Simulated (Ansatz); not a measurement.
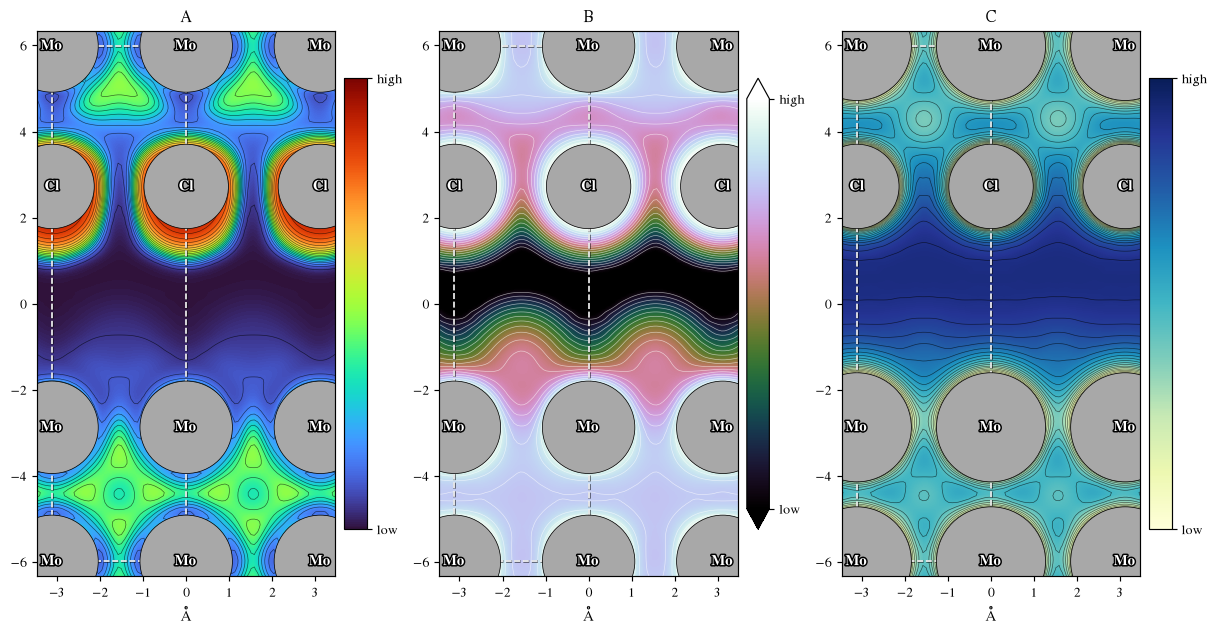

Mo₂Cl: 3 fields on the (010) plane of the conventional cell, with unlabelled colour scales. Grey discs cover the atomic cores.

Space group P4/nmm; a generated structure, not necessarily the stable one; computed without spin polarisation.

Computed with DFT PBE, scalar-relativistic, plane waves, PAW in Ansatz 0.2.0.

> Match the panels to the quantities (electron localisation function, electrostatic potential energy of an electron and valence pseudo-density).

Panel A: electron localisation function. Panel B: valence pseudo-density. Panel C: electrostatic potential energy of an electron (low next to the atoms, rising into the space between them).
